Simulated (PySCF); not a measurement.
```xyz
14

F     2.5462    0.1036    1.1877
C     2.0473    0.1405   -0.0525
F     2.3951    1.3174   -0.5818
F     2.6566   -0.8198   -0.7517
C     0.5567   -0.0421   -0.0458
C    -0.2989    1.0550    0.0273
C    -1.6684    0.8224    0.0817
C    -2.1177   -0.4981    0.0600
N    -1.3059   -1.5494   -0.0165
C     0.0013   -1.3241   -0.0690
H     0.1053    2.0694    0.0359
H    -2.3791    1.6490    0.1383
H    -3.1913   -0.7146    0.1036
H     0.6534   -2.2015   -0.1396
```

Geometry: PBE0-D3(BJ)/def2-SVP.

Computed with PBE0/pcSseg-1, SCF density, gas phase, non-relativistic in PySCF 2.14.0.

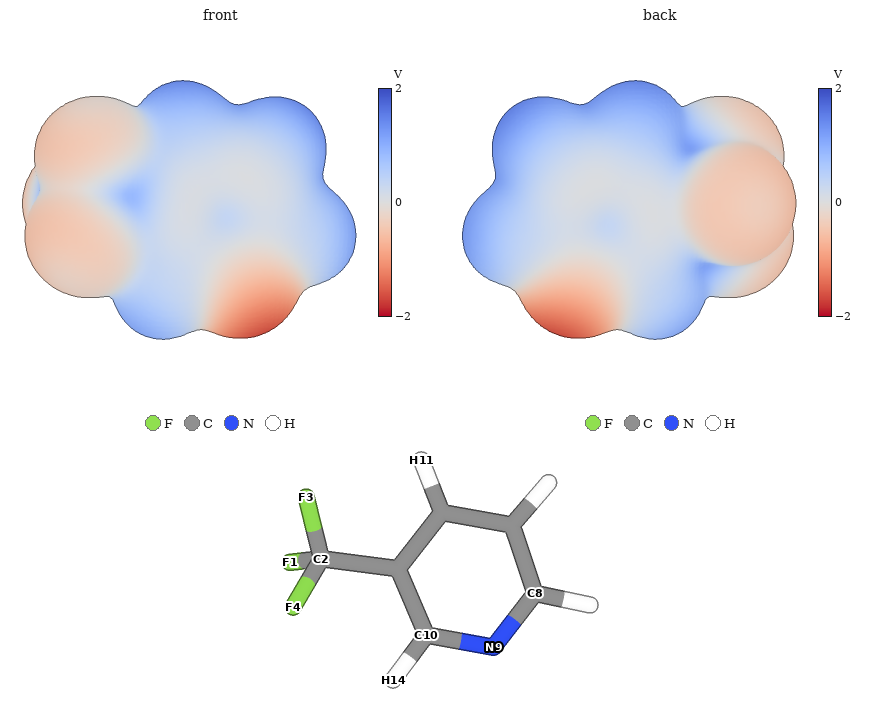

C$_{6}$H$_{4}$F$_{3}$N (SMILES FC(F)(F)c1cccnc1). The molecular electrostatic potential painted on the density surface at 0.002 e/bohr³, seen from the front and from behind; the colour scale runs from red (negative) to blue (positive). The bare structure is drawn below in the same view.

**Describe the electrostatic potential map.**

The most negative region (about −1.6 V, or −37 kcal/mol for a unit charge) lies over N9, the most positive (about +1.4 V, or +32 kcal/mol for a unit charge) over H11 and H12. N9 is the likeliest acceptor of a hydrogen bond.

**How polar is the molecule by this calculation?**

Its dipole moment is 2.51 D.
